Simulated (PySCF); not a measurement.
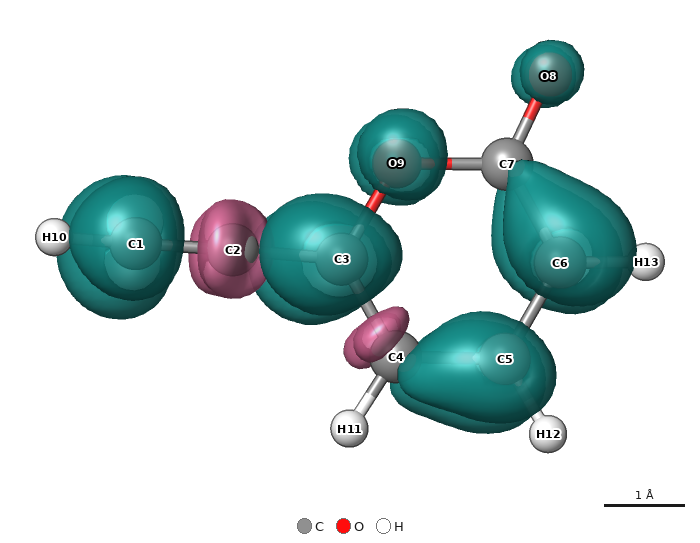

The picture shows: C$_{7}$H$_{4}$O$_{2}$ (charge −1, doublet). Isosurfaces of the spin density (α minus β) at +0.015 (teal) and −0.015 e/Å³ (pink), seen across its widest extent.

Geometry: GFN2-xTB.

Theory: PySCF, UKS B3LYP, pcH-1 on C H O, non-relativistic, mean-field spin-orbit, GIAO.

```xyz
13

C     3.3248   -0.3194   -0.3545
C     2.1260   -0.2393   -0.1675
C     0.7510   -0.1224   -0.0680
C     0.0933    1.1017    0.0619
C    -1.2800    1.1299    0.1697
C    -1.9978   -0.0780    0.1512
C    -1.3488   -1.3147    0.0263
O    -1.8894   -2.4240    0.0034
O     0.0373   -1.3242   -0.0850
H     4.3716   -0.3952   -0.3312
H     0.6902    2.0042    0.0717
H    -1.8082    2.0718    0.2686
H    -3.0744   -0.0900    0.2357
```

Where is the unpaired spin?

Answer. The unpaired spin (1 electron) lies mostly on C3 (about 0.2), C1 (about 0.2), C6 (about 0.2), C5 (about 0.1) and O9 (about 0.1), in electrons by Hirshfeld's partition.
